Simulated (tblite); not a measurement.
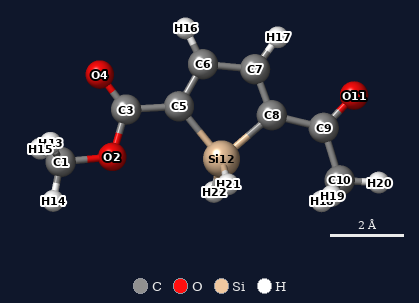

Figure 1. The starting structure (ball-and-stick view, seen at a tilt; atoms are numbered from 1 in the order of the input). Bond lengths as drawn: C–C 1.34 to 1.51 Å, C–H 1.08 to 1.10 Å, C–O 1.20 to 1.44 Å, C–Si 1.85 to 1.86 Å and H–Si 1.48 to 1.50 Å.

C8H10O3Si: geometry relaxation

The run: geometry relaxation of C8H10O3Si. Method and program: GFN2-xTB geometry optimisation, gas phase (tblite 0.8.0).

The input
```
{"job": {"xc": "GFN2-xTB", "basis": "xTB", "kind": "relax"}, "charge": 0, "multiplicity": 1}
C      4.158100     0.983400    -0.122400
O      2.729700     0.792500    -0.171700
C      2.299700    -0.181600     0.681900
O      2.991300    -0.839500     1.414500
C      0.837100    -0.334700     0.598500
C      0.133100    -1.226600     1.318900
C     -1.298100    -1.216200     1.080300
C     -1.714300    -0.316800     0.172800
C     -3.133000    -0.158900    -0.215000
C     -3.522000     0.873400    -1.245500
O     -4.003800    -0.861700     0.308100
Si    -0.283800     0.643900    -0.512300
H      4.458700     1.304100     0.888100
H      4.404100     1.779300    -0.833300
H      4.670000     0.082600    -0.421600
H      0.579600    -1.907900     2.050100
H     -1.955700    -1.893800     1.621200
H     -3.041000     0.642400    -2.206200
H     -3.249700     1.879400    -0.899200
H     -4.596700     0.850800    -1.394200
H     -0.383400     2.091700    -0.152500
H     -0.090500     0.382900    -1.961300
```

The first line tells a small driver script what to run in tblite; the rest is the geometry in Å.

Hardware: 1 CPU thread, shared host.

Run as:
```bash
OMP_NUM_THREADS=1 python <driver script> task.json out
```

What the program printed
```
step      E/eV     max force
  0    -982.37899    1.804
  1    -982.46394    1.945
  2    -982.49998    0.645
  3    -982.51453    0.406
  4    -982.53259    0.317
  5    -982.54253    0.291
  6    -982.54962    0.280
  7    -982.55289    0.200
  8    -982.55510    0.128
  9    -982.55787    0.142
 10    -982.56022    0.132
 11    -982.56242    0.106
 12    -982.56378    0.084
 13    -982.56474    0.074
 14    -982.56542    0.068
 15    -982.56590    0.049
 16    -982.56619    0.033
 17    -982.56619    0.033
 18    -982.56629    0.025
 19    -982.56642    0.035
 20    -982.56646    0.034
 21    -982.56650    0.031
 22    -982.56658    0.013
 23    -982.56660    0.011
 24    -982.56665    0.015
 25    -982.56667    0.017
 26    -982.56671    0.015
 27    -982.56674    0.014
 28    -982.56677    0.013
 29    -982.56679    0.011
 30    -982.56681    0.013
 31    -982.56684    0.012
 32    -982.56687    0.014
 33    -982.56689    0.011
 34    -982.56691    0.010
 35    -982.56693    0.011
 36    -982.56695    0.012
 37    -982.56697    0.012
 38    -982.56699    0.014
 39    -982.56702    0.018
 40    -982.56706    0.020
 41    -982.56710    0.016
 42    -982.56713    0.010
 43    -982.56715    0.007
 44    -982.56716    0.007
 45    -982.56717    0.009
 46    -982.56718    0.009
 47    -982.56719    0.008
 48    -982.56720    0.008
 49    -982.56721    0.009
 50    -982.56722    0.009
 51    -982.56724    0.009
 52    -982.56725    0.008
 53    -982.56726    0.008
 54    -982.56727    0.010
 55    -982.56729    0.010
 56    -982.56730    0.008
 57    -982.56731    0.007
 58    -982.56732    0.008
 59    -982.56733    0.012
 60    -982.56734    0.014
 61    -982.56736    0.009
 62    -982.56737    0.006
 63    -982.56737    0.007
 64    -982.56738    0.006
 65    -982.56739    0.004
 66    -982.56739    0.002
```

Trajectory as extended XYZ (Å, eV, eV/Å), 5 of the 12 frames kept, from step=0 to step=66
```
22
Properties=species:S:1:pos:R:3:forces:R:3 step=0 energy=-982.37899
C     4.1581    0.9834   -0.1224   -0.4960   0.8000  -0.0620
O     2.7297    0.7925   -0.1717    0.7400  -0.6690   0.7340
C     2.2997   -0.1816    0.6819   -0.9010   0.1310  -0.2300
O     2.9913   -0.8395    1.4145    0.5340   0.2000  -0.1110
C     0.8371   -0.3347    0.5985    0.9020   0.0440   0.0340
C     0.1331   -1.2266    1.3189   -0.1140  -0.3630   0.4230
C    -1.2981   -1.2162    1.0803    0.2430  -0.4050   0.4640
C    -1.7143   -0.3168    0.1728   -1.4040   0.2330  -0.5340
C    -3.1330   -0.1589   -0.2150   -1.0630  -1.0860   0.9730
C    -3.5220    0.8734   -1.2455    0.3890   0.0960  -0.0830
O    -4.0038   -0.8617    0.3081    0.9260   0.7300  -0.5710
Si   -0.2838    0.6439   -0.5123    0.2690   1.2090  -0.9080
H     4.4587    1.3041    0.8881   -0.0680  -0.2780  -0.2840
H     4.4041    1.7793   -0.8333   -0.2180  -0.1100   0.1100
H     4.6700    0.0826   -0.4216    0.1390  -0.3690   0.1070
H     0.5796   -1.9079    2.0501   -0.1620   0.2770  -0.3380
H    -1.9557   -1.8938    1.6212    0.1150   0.1880  -0.1830
H    -3.0410    0.6424   -2.2062    0.0130   0.2410   0.3840
H    -3.2497    1.8794   -0.8992    0.1330  -0.3600  -0.2270
H    -4.5967    0.8508   -1.3942   -0.0910  -0.0940   0.0660
H    -0.3834    2.0917   -0.1525    0.1060  -0.5260  -0.1660
H    -0.0905    0.3829   -1.9613    0.0070   0.1100   0.4020
22
Properties=species:S:1:pos:R:3:forces:R:3 step=18 energy=-982.56629
C     4.1454    0.9881   -0.1217   -0.0030   0.0030  -0.0010
O     2.7442    0.7625   -0.1358    0.0060  -0.0020   0.0000
C     2.2928   -0.1974    0.6983    0.0010   0.0020  -0.0030
O     3.0179   -0.8387    1.4196   -0.0090  -0.0040   0.0030
C     0.8442   -0.3235    0.5852    0.0030   0.0070  -0.0040
C     0.1163   -1.2052    1.3031    0.0100   0.0010  -0.0030
C    -1.3036   -1.1886    1.0585   -0.0010  -0.0100   0.0120
C    -1.7553   -0.2977    0.1432    0.0000  -0.0050   0.0060
C    -3.1845   -0.1963   -0.1840    0.0000  -0.0030  -0.0070
C    -3.5234    0.8456   -1.2205   -0.0040   0.0080  -0.0060
O    -4.0280   -0.8948    0.3354    0.0020  -0.0140   0.0170
Si   -0.2828    0.6832   -0.5459    0.0070   0.0020   0.0020
H     4.4717    1.2879    0.8769   -0.0070   0.0020  -0.0080
H     4.3348    1.7813   -0.8403   -0.0020  -0.0030   0.0020
H     4.6809    0.0782   -0.4030   -0.0150   0.0070  -0.0030
H     0.5539   -1.8864    2.0179   -0.0050  -0.0070   0.0050
H    -1.9618   -1.8612    1.5888   -0.0240  -0.0060   0.0020
H    -2.9978    0.6214   -2.1454    0.0150   0.0140  -0.0030
H    -3.1991    1.8226   -0.8716    0.0160   0.0110  -0.0120
H    -4.5943    0.8607   -1.4043   -0.0120  -0.0150   0.0120
H    -0.3336    2.0993   -0.1902    0.0120  -0.0020  -0.0120
H    -0.0484    0.4275   -1.9649    0.0090   0.0130   0.0030
22
Properties=species:S:1:pos:R:3:forces:R:3 step=36 energy=-982.56695
C     4.1361    0.9909   -0.1254   -0.0020   0.0010  -0.0020
O     2.7363    0.7609   -0.1331   -0.0040   0.0040  -0.0050
C     2.2918   -0.2008    0.7026    0.0000   0.0020  -0.0010
O     3.0207   -0.8394    1.4222   -0.0050  -0.0030   0.0020
C     0.8440   -0.3289    0.5908    0.0030  -0.0040   0.0040
C     0.1144   -1.2104    1.3068   -0.0010  -0.0040   0.0000
C    -1.3050   -1.1900    1.0589    0.0010  -0.0010   0.0030
C    -1.7514   -0.2968    0.1426    0.0000  -0.0090   0.0080
C    -3.1807   -0.1954   -0.1841    0.0070   0.0060  -0.0060
C    -3.5214    0.8462   -1.2205    0.0020   0.0030  -0.0030
O    -4.0224   -0.8946    0.3376   -0.0030   0.0000   0.0000
Si   -0.2751    0.6819   -0.5439   -0.0040  -0.0070   0.0070
H     4.4649    1.2921    0.8716    0.0050   0.0050  -0.0020
H     4.3200    1.7838   -0.8455    0.0020   0.0020  -0.0010
H     4.6706    0.0816   -0.4086    0.0060   0.0030  -0.0040
H     0.5484   -1.8938    2.0222   -0.0040   0.0020  -0.0010
H    -1.9690   -1.8601    1.5859   -0.0060   0.0010  -0.0030
H    -2.9948    0.6246   -2.1456    0.0010  -0.0010  -0.0020
H    -3.1965    1.8242   -0.8740    0.0000   0.0030   0.0010
H    -4.5930    0.8575   -1.4014    0.0000  -0.0010   0.0000
H    -0.3160    2.1001   -0.1971    0.0000   0.0040   0.0080
H    -0.0321    0.4351   -1.9627    0.0020  -0.0080  -0.0040
22
Properties=species:S:1:pos:R:3:forces:R:3 step=48 energy=-982.56720
C     4.1294    0.9964   -0.1315   -0.0040  -0.0020  -0.0010
O     2.7306    0.7589   -0.1310   -0.0020  -0.0030   0.0030
C     2.2922   -0.2043    0.7070   -0.0010  -0.0010   0.0040
O     3.0248   -0.8405    1.4247    0.0030   0.0000   0.0000
C     0.8445   -0.3356    0.5982   -0.0020   0.0020  -0.0030
C     0.1115   -1.2163    1.3116    0.0030  -0.0020  -0.0030
C    -1.3075   -1.1923    1.0593    0.0010   0.0000   0.0070
C    -1.7501   -0.2972    0.1432    0.0030  -0.0030   0.0000
C    -3.1785   -0.1923   -0.1862    0.0030  -0.0010   0.0020
C    -3.5173    0.8496   -1.2229    0.0010  -0.0010   0.0010
O    -4.0227   -0.8894    0.3347    0.0040   0.0020  -0.0020
Si   -0.2694    0.6776   -0.5388   -0.0050   0.0020  -0.0020
H     4.4633    1.3008    0.8631   -0.0020   0.0010  -0.0060
H     4.3044    1.7895   -0.8539    0.0010  -0.0010   0.0040
H     4.6679    0.0901   -0.4176    0.0000   0.0030   0.0000
H     0.5411   -1.9016    2.0275   -0.0010   0.0000   0.0010
H    -1.9756   -1.8608    1.5833    0.0000  -0.0030   0.0010
H    -2.9907    0.6279   -2.1480    0.0010   0.0010   0.0020
H    -3.1934    1.8279   -0.8760    0.0010  -0.0020  -0.0010
H    -4.5891    0.8594   -1.4031    0.0020   0.0060  -0.0050
H    -0.3056    2.0953   -0.1885   -0.0020  -0.0010  -0.0020
H    -0.0204    0.4253   -1.9559   -0.0030   0.0020   0.0010
22
Properties=species:S:1:pos:R:3:forces:R:3 step=66 energy=-982.56739
C     4.1193    1.0013   -0.1382   -0.0010   0.0000   0.0010
O     2.7221    0.7558   -0.1309    0.0000   0.0000  -0.0020
C     2.2905   -0.2079    0.7101    0.0000   0.0020   0.0000
O     3.0274   -0.8405    1.4265    0.0000   0.0010  -0.0020
C     0.8430   -0.3418    0.6035    0.0000   0.0000   0.0000
C     0.1097   -1.2224    1.3165    0.0000   0.0000   0.0000
C    -1.3094   -1.1972    1.0638    0.0000   0.0000   0.0010
C    -1.7496   -0.3014    0.1473    0.0000  -0.0010   0.0000
C    -3.1762   -0.1909   -0.1867   -0.0010   0.0000   0.0010
C    -3.5044    0.8536   -1.2245    0.0000   0.0000   0.0000
O    -4.0257   -0.8840    0.3306   -0.0010   0.0000  -0.0010
Si   -0.2689    0.6729   -0.5341    0.0010  -0.0010   0.0010
H     4.4558    1.3090    0.8543    0.0010  -0.0010   0.0000
H     4.2860    1.7952   -0.8616    0.0020  -0.0010   0.0010
H     4.6623    0.0984   -0.4264   -0.0020   0.0010   0.0000
H     0.5386   -1.9079    2.0327   -0.0010   0.0000   0.0000
H    -1.9783   -1.8656    1.5868    0.0010  -0.0010   0.0010
H    -2.9729    0.6301   -2.1464    0.0000   0.0000   0.0000
H    -3.1771    1.8297   -0.8747   -0.0010  -0.0010   0.0000
H    -4.5748    0.8702   -1.4121    0.0000   0.0010  -0.0010
H    -0.3064    2.0909   -0.1854    0.0010  -0.0010   0.0000
H    -0.0215    0.4212   -1.9516    0.0010   0.0010   0.0010
```

Results in brief

```tsv
quantity	value
outcome	converged
total energy	−982.5674 eV
wall time	0.68 s
peak memory	0.19 GiB
```
